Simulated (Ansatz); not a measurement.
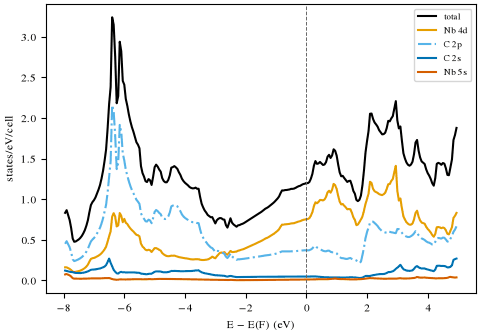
Figure: Total and projected density of states of NbC$_{2}$ (MoSi2 or CaC2 type, space group No. 139), plane-wave PAW PBEsol (Ansatz code)

### Question
Which orbitals carry the states next to the Fermi level?

### Answer
Within 0.5 eV of the Fermi level: Nb 4d 64 %, C 2p 30 %. Projections are on Löwdin-orthogonalised atomic valence shells; empty p or d shells of many metals are not among them.

### Question
Where is the tallest occupied peak in this window, and what makes it?

### Answer
Near -6.4 eV, about 3.2 states/eV per cell; the largest projected share is C 2p.

Space group I4/mmm (MoSi2 or CaC2 type). The start of the workflow was typed in or built on a structure type; neither database checked (COD, Materials Project) lists it. Whether it is the stable phase at ambient conditions was not checked. Symmetry was held in the PBEsol relaxation; whether a distortion lowers the energy is not shown. The run is not spin-polarised. The volume moved by -30 % from the start of the relaxation. Its formation energy is positive at this level, so the cell may be metastable or incomplete. Spin–orbit coupling is left out wherever it is not named.

Potentials: the later of the program's two PAW sets.
